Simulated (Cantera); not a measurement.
A closed system holds: 1 mol B, 1.6 mol H2O, held at 1623.15 K.

Equilibrium computed with Cantera from the NASA thermochemical tables; the gas is ideal and each condensed phase is pure. Candidate condensed phases: B, B2O3, B3O3H3, H2O; 23 gas species. Gases not in the tables: H3BO3. Equilibrium is a limit: real reactors are often held back by kinetics, nucleation or transport.

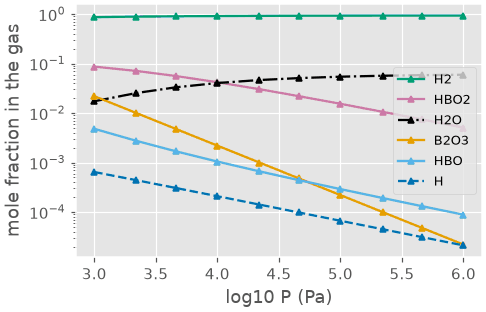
Figure: Equilibrium gas composition (values under 1e-9 drawn at 1e-9)

From 10.0 mbar to 10.0 bar the condensed part is B2O3(l). The share of B in condensed phases is highest at 10.0 bar (99.1 %) and lowest at 10.0 mbar (76.6 %).
